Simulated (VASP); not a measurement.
Band structure of NiSb (NiAs type). Computed with vdW-DF2, VASP's PBE PAW potentials (set 64) (plane waves; VASP).

Unless said otherwise, spin-orbit coupling is left out, though it shifts the bands of the heavy elements here.

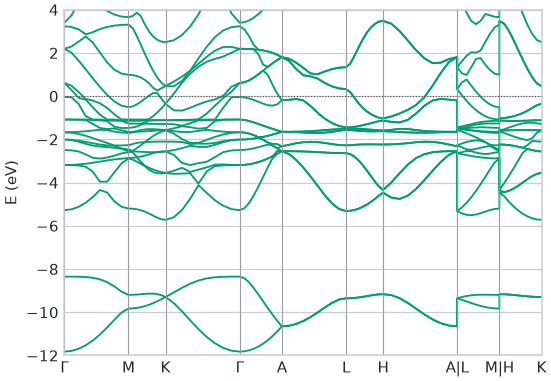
*Bands along high-symmetry lines, zero at the valence-band maximum or, without a gap, the Fermi level*

Problem. Read the plot: is there a gap, and where are the band edges?

Solution. It has no gap at this level: it comes out as a metal or semimetal. (Edges off the drawn lines would not show.)

The compound is NiSb in the NiAs type structure. It was relaxed first, which changed the volume by +15 %. The run is not spin-polarised, so no magnetic state was tried.
